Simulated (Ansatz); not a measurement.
The calculation's input:

```
crystal:
  periodic: [false, false, false]
  atoms:
    - {symbol: F, position_ang: [-1.008492, 0.283600, -1.439191]}
    - {symbol: C, position_ang: [-0.657242, -0.522893, -0.341493]}
    - {symbol: Ga, position_ang: [0.815843, 0.507619, 0.543070]}
    - {symbol: H, position_ang: [-0.356097, -1.498145, -0.731682]}
    - {symbol: H, position_ang: [-1.551691, -0.651430, 0.272865]}
    - {symbol: H, position_ang: [0.461303, 1.583110, 1.629516]}
    - {symbol: H, position_ang: [2.296386, 0.298140, 0.066904]}
basis:
  gaussian: {orbitals: def2-TZVPP}
hamiltonian: {xc: pbe0, dispersion: d4}
output: {orbitals: {seedname: orbitals}}
```

Run with:

```sh
ansatz run in.yaml --threads 2 --pin off --events-out ev --progress --plain --max-ram 32768MiB --backend cpu
```

Geometry: PBE0-D4/def2-TZVP.

These are results of RKS PBE0-D4/def2-TZVPP (Ansatz), not measurements.

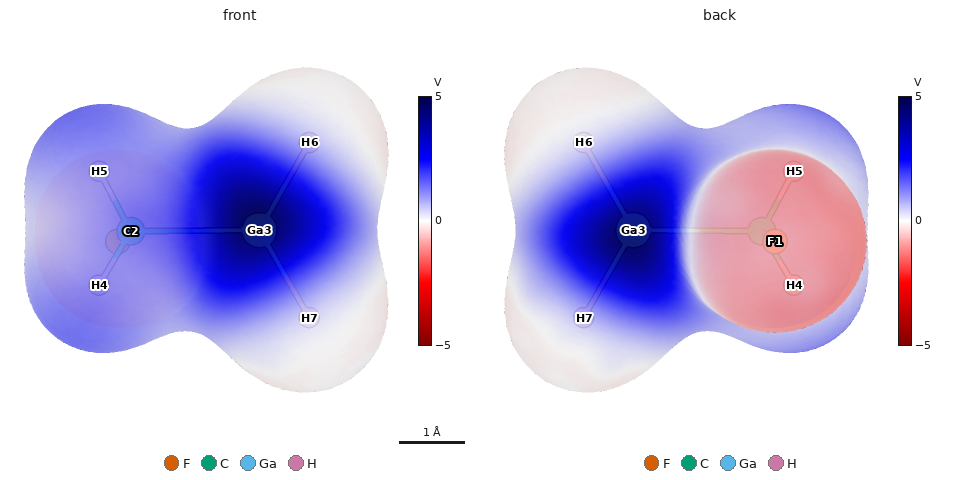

CH₄FGa. The electrostatic potential painted on the density surface at 0.004 e/bohr³, seen from the front and from behind; the colour scale runs from red (negative) to blue (positive).

Q: Where is the surface potential most negative and most positive?

A: The most negative region (about −1.1 V) lies over F1, the most positive (about +4.6 V) over Ga3.
